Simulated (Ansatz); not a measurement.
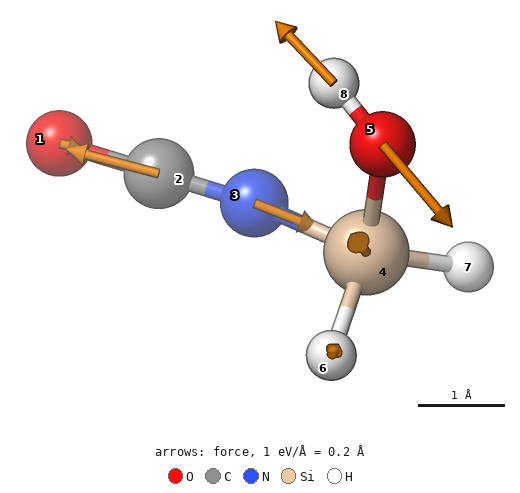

Starting geometry of CH3NO2Si with the computed forces as orange arrows. Style: ball-and-stick. Shown at a tilt.

The run prepares an end point of a later path (torsion) calculation, from a guessed geometry.

The calculation used Ansatz, RKS CAM-B3LYP-D4/STO-3G.

Input file:
```yaml
crystal:
  periodic: [false, false, false]
  atoms:
    - { symbol: O, position_ang: [1.3563, -2.8963, 0.3583] }
    - { symbol: C, position_ang: [0.776, -1.8173, 0.1867] }
    - { symbol: "N", position_ang: [0.2212, -0.7816, 0.0153] }
    - { symbol: Si, position_ang: [0.0409, 0.9212, 0.137] }
    - { symbol: O, position_ang: [-0.03862, 1.13266, 1.83909] }
    - { symbol: H, position_ang: [1.28716, 1.59851, -0.32573] }
    - { symbol: H, position_ang: [-1.15543, 1.40736, -0.48648] }
    - { symbol: H, position_ang: [-0.02174, 0.33668, 2.31985] }
basis:
  gaussian: { orbitals: STO-3G }
hamiltonian:
  xc: cam_b3lyp
  dispersion: d4
relax:
  f_tol: 0.015
  max_steps: 40
```

Run as
```bash
ansatz run input.yaml --threads 1 --pin off --max-ram 2048MiB --backend cpu --events-out ev --progress --plain --runs-dir out
```

**What follows when this structure is relaxed?**

It isn't relaxed: the largest force vector, on O5, is 6.50 eV/Å. The final displacements have little in common with the starting forces (cosine between the two patterns −0.17). H8 moves most after the best rigid fit: 0.71 Å. By element the largest moves are H 0.71 Å, O 0.33 Å, Si 0.17 Å, C 0.14 Å, N 0.13 Å. Among the contacts that change: O5–H8 0.930 → 1.016 Å, Si4–H6 1.492 → 1.440 Å, C2–N3 1.187 → 1.233 Å, N3–Si4 1.717 → 1.742 Å. Bond angles that change, for instance: C2–N3–Si4 154.7° → 142.2°, N3–Si4–O5 101.4° → 110.9°, Si4–O5–H8 114.0° → 105.6°. Groups turn about Si4–O5 by about 65°. Over 12 accepted moves (13 points after the start) the energy falls by 0.628 eV. The largest force component goes from 5.6 to 0.011 eV/Å. The line search rejected the trial step at point 7 of the run. Cost: 30 s on 1 thread of Arm Neoverse V2, on a shared host, peak memory 0.16 GiB.

Limits of the set-up: STO-3G is a minimal basis, so the numbers are rough.
